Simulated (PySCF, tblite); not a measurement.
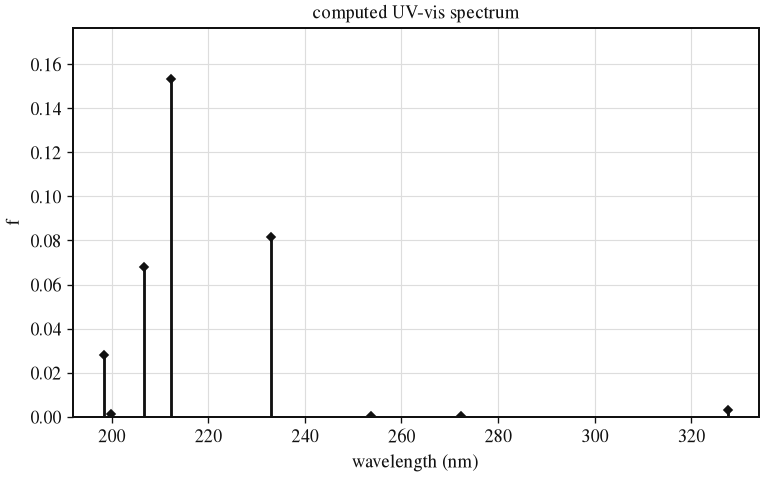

Vertical TDDFT excitations, B3LYP/def2-SVPD, PySCF 2.14.0, at a GFN2-xTB geometry (a minimum by its frequencies), gas phase. The lowest 8 singlet states are shown.

Which molecule gives this spectrum?
A. C₂H₄BrFSi, SMILES F/C=C(\[SiH3])Br
B. C₃H₇As, SMILES [AsH2]C1CC1
C. C₃H₈AsGa, SMILES [GaH2][AsH]C1CC1, singlet
D. C₄H₆BCl, SMILES ClB[C@]12C[C@H]1C2

Answer. C. Its lowest singlet lies at 3.79 eV (f = 0.003) and the brightest of those computed is S5 at 5.84 eV (212 nm), f = 0.153, mainly HOMO → LUMO+2 (71 %).

Note: the tight-binding geometry is rougher than a DFT one and adds to the error; one conformer of a flexible molecule; core orbitals are frozen in the response.
